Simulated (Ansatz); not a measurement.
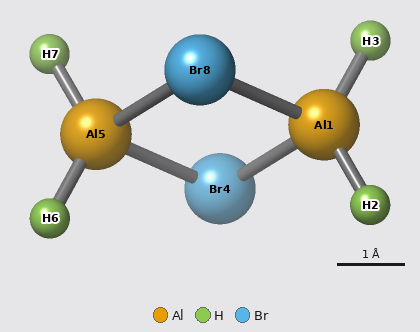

Figure 1. The structure (ball-and-stick view, seen at a tilt; atoms are numbered from 1 in the order of the input). Sticks mark near contacts. Bond lengths as drawn: Al–Br 2.47 Å and Al–H 1.58 Å.

# Run report: Al2H4Br2, single-point calculation

System: Al2H4Br2.
Method: RKS PBE-D4/def2-SVP (Ansatz 0.2.0).

The geometry comes from this level: PBE0-D4/def2-SVP.

## Log
```
Functional definition: PBE
  name "PBE"
  cite "Perdew, Burke & Ernzerhof, Phys. Rev. Lett. 77, 3865 (1996) doi:10.1103/PhysRevLett.77.3865"
  parent pbe
  parameter kappa = 0.804
  parameter beta = 0.06672455060314922
  exchange = pbe_x(kappa = kappa, mu = beta*pi^2/3)
  correlation = pbe_c(beta = beta)
these checks for a lower state are left out or cut short: starts
1308 factors; their error is unknown
mean field evaluation 1: about -153305.2131 eV, gradient 1.2e1 eV
mean field evaluation 2: about -153305.3704 eV, gradient 1.7e-1 eV
mean field evaluation 4: about -153305.2330 eV, gradient 1.7e-4 eV
mean field -153305.23299334 eV, -5633.8633984859 hartree, gradient 1.1e-5 eV, S^2 0.000000; 0 other end points of the search recorded, 0 dependent functions left out
reference -153305.23303877 eV, -5633.8634001557 hartree; 50, 50 occupied and 70, 70 virtual orbitals, 1308 factors
Total energy: -153305.48555859 eV, -5633.8726800880 hartree
Checks for a lower state left out: starts
```

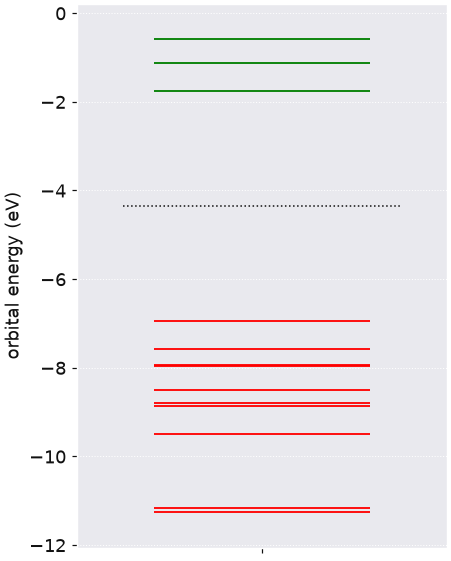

Figure 2. Orbital energies near the frontier; the dotted line parts filled from empty levels, and levels within 0.02 eV of each other stand side by side. Highest filled −6.95 eV, lowest empty −1.76 eV, 5.19 eV apart.

The run was set up as follows.

## The input
```yaml
crystal:
  periodic: [false, false, false]
  atoms:
    - {symbol: Al, position_ang: [-0.862712, -0.515592, 1.382872]}
    - {symbol: H, position_ang: [-1.335941, -2.020291, 1.382212]}
    - {symbol: H, position_ang: [-1.090293, 0.568452, 2.505868]}
    - {symbol: Br, position_ang: [1.535085, -0.480775, 0.778398]}
    - {symbol: Al, position_ang: [0.862689, 0.515392, -1.382965]}
    - {symbol: H, position_ang: [1.087911, -0.571971, -2.503224]}
    - {symbol: H, position_ang: [1.337922, 2.019454, -1.386733]}
    - {symbol: Br, position_ang: [-1.534651, 0.485331, -0.776429]}
basis:
  gaussian: {orbitals: def2-SVP, initial_orbitals: start.molden}
hamiltonian: {xc: pbe, dispersion: d4}
scf: {omitted_lower_state_checks: [starts]}
output: {orbitals: {seedname: orbitals}}
```

Run as:
```bash
ansatz run in.yaml --threads 4 --pin off --events-out ev --progress --plain --max-ram 3916MiB
```

## Key numbers

| quantity | value |
| --- | --- |
| outcome | converged |
| total energy | −153305.4856 eV |
| mean-field energy | −153305.2330 eV |
| dispersion energy | −0.2525 eV |
| SCF solution under orbital rotations | stable |
| HOMO | −6.95 eV |
| LUMO | −1.76 eV |
| hardware | 4 threads of Arm Neoverse V1, 23 GiB of memory available, shared host |
| wall time | 1.1 s (CPU time 4 s) |
| peak memory | 0.42 GiB |
